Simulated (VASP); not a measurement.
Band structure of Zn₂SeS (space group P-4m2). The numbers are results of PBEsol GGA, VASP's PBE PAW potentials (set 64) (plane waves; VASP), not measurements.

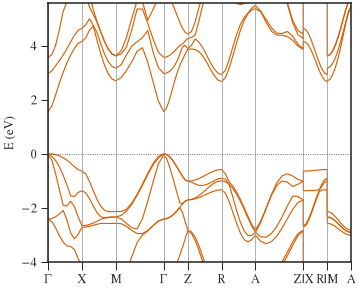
*Bands along high-symmetry lines, zero at the valence-band maximum or, without a gap, the Fermi level*

Task: Read the plot: is there a gap, and where are the band edges?

Result: The gap is direct, 1.56 eV, from the valence maximum at Γ to the conduction minimum at Γ. (Edges off the drawn lines would not show.)

The structure comes from a computed database's Zn2SeS entry (P-4m2); how it stands against other phases isn't given here. It was relaxed first.
